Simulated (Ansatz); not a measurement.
The figure comes from a scan of ZnSe (zinc blende): the crystal slips on the {111} plane, shuffle cut by s times a lattice vector of 6.90 Å, atoms relaxing along the normal only, γ being the energy change per area. Level of theory: PBEsol (plane waves to 420 eV, PAW, scalar-relativistic; Ansatz, a first-principles code). k mesh 8×8×3 (Γ-centred), Fermi-Dirac smearing 0.05 eV. E is the zero-smearing estimate. Faults lie only 9.8 Å apart, and holding the cell height raises γ above its relaxed value. The PAW data are Ansatz's earlier set. ZnSe was relaxed with its symmetry unable to fall. The zero of γ is zero shift.

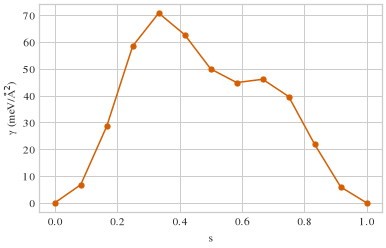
Figure: γ (meV/Å²) against s; one marker a computed point (the last repeats the first, one period on).

Problem. Turn the plot into a table (rounded to what can be read).

Solution. To the nearest 1:

```tsv
s	γ (meV/Å²)
0.000	0
0.083	7
0.167	29
0.250	59
0.333	71
0.417	63
0.500	50
0.583	45
0.667	46
0.750	40
0.833	22
0.917	6
```

(The slope of γ gives the shear force per area between the displaced halves; near zero shift its curvature is an elastic stiffness.)
